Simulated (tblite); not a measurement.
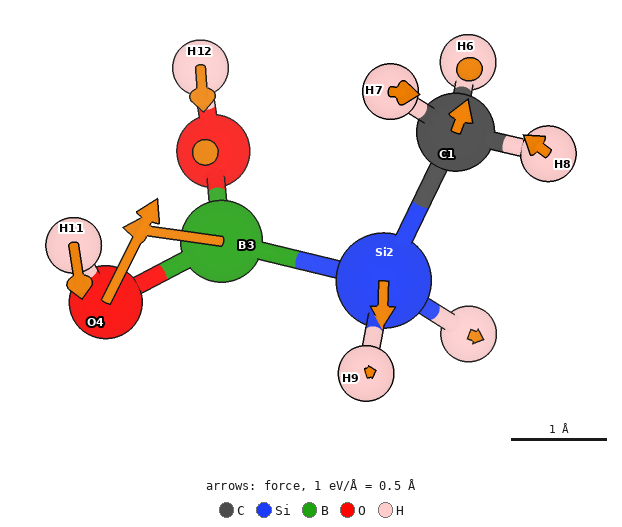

Starting geometry of CH7BO2Si with the computed forces as orange arrows. Style: ball-and-stick. Shown from a free direction.

The calculation used GFN2-xTB geometry optimisation, gas phase in tblite 0.8.0. 

Q: What follows when this structure is relaxed?

A: It isn't relaxed: the largest force vector, on an O atom, is 2.53 eV/Å. The final displacements follow the starting forces only in part (cosine between the two patterns 0.40). The energy falls by 151.9 kJ/mol in 70 geometry steps. The largest move after the best rigid fit is that of an H atom, 1.04 Å. By element the largest moves are H 1.04 Å, O 0.38 Å, B 0.26 Å, C 0.25 Å, Si 0.09 Å. Some distances before and after: B–O 1.462 → 1.356 Å, B–Si 1.926 → 1.973 Å, C–Si 1.875 → 1.911 Å, H–O 0.994 → 0.961 Å. Among the angles between lasting bonds that change: B–O–H 104.8° → 118.1°, H–Si–H 109.4° → 104.6°, B–Si–H 109.5° → 113.7°. Groups turn about B–O by about 90°, B–O by about 90°.
